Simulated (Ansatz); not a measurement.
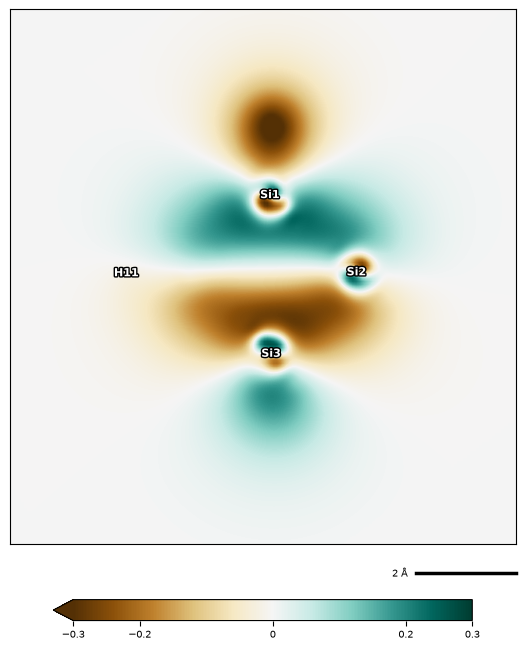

The picture shows: H7Si4 (SMILES [SiH]1[SiH2][SiH2][SiH2]1) (doublet). The HOMO−1 (β) on the plane of atoms Si1, Si2 and Si3 (values in Å⁻³ᐟ²; the overall sign is arbitrary).

Geometry: PBE0-D4/def2-TZVP.

Theory: UKS PBE0-D4/def2-TZVPP (Ansatz 0.2.0).

The calculation's input:

```
crystal:
  periodic: [false, false, false]
  atoms:
    - {symbol: Si, position_ang: [-0.900747, 0.459204, -1.425628]}
    - {symbol: Si, position_ang: [-1.285927, 0.714461, 0.847127]}
    - {symbol: Si, position_ang: [0.546808, -0.745010, 1.129132]}
    - {symbol: Si, position_ang: [1.207820, -0.456243, -1.117680]}
    - {symbol: H, position_ang: [-1.397593, 1.295872, -2.554769]}
    - {symbol: H, position_ang: [-2.604395, 0.258440, 1.366374]}
    - {symbol: H, position_ang: [-1.025739, 2.082433, 1.381268]}
    - {symbol: H, position_ang: [0.106065, -2.141245, 1.401954]}
    - {symbol: H, position_ang: [1.545638, -0.343171, 2.157279]}
    - {symbol: H, position_ang: [2.340118, 0.502295, -1.270842]}
    - {symbol: H, position_ang: [1.533351, -1.684135, -1.893716]}
basis:
  gaussian: {orbitals: def2-TZVPP}
magnetization: {spin_polarized: true, initial_magnetization: 1}
hamiltonian: {xc: pbe0, dispersion: d4}
output: {orbitals: {seedname: orbitals}}
```

Run with:

```sh
ansatz run in.yaml --threads 4 --pin off --events-out ev --progress --plain --max-ram 10444MiB
```

**Where does this orbital lie, and at what energy?**

It lies mainly on Si3 (about 25 %), Si1 (about 20 %), Si2 (about 15 %), Si4 (about 15 %), H5 (about 10 %) and H9 (about 5 %). Its energy is −7.95 eV.
